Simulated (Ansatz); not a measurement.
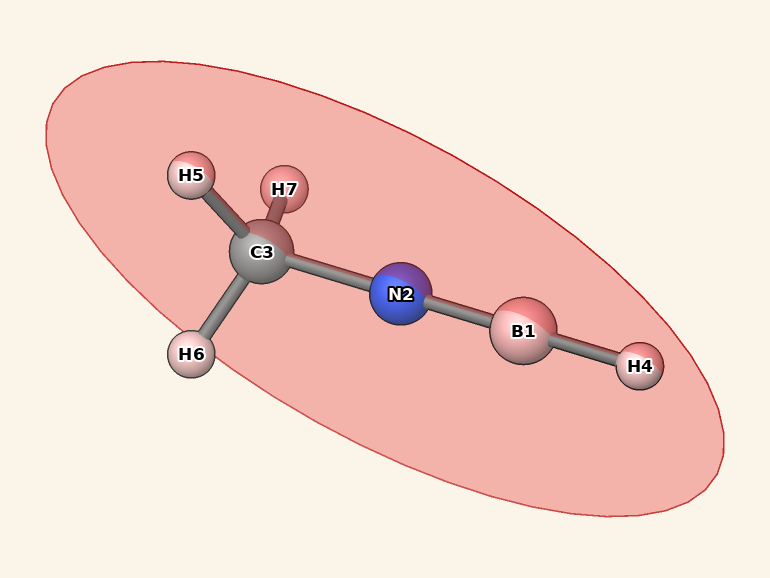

A disc through the centre of mass is drawn in. Distant atoms are faded towards the background colour. The geometry was computed by an optimisation with PBE0-D4/def2-TZVP.

Is the plane of the disc a mirror plane of the structure?

Yes. The reflection leaves B1, N2, C3, H4, H5 in place and moves H6 ↔ H7. The point group is C3v.
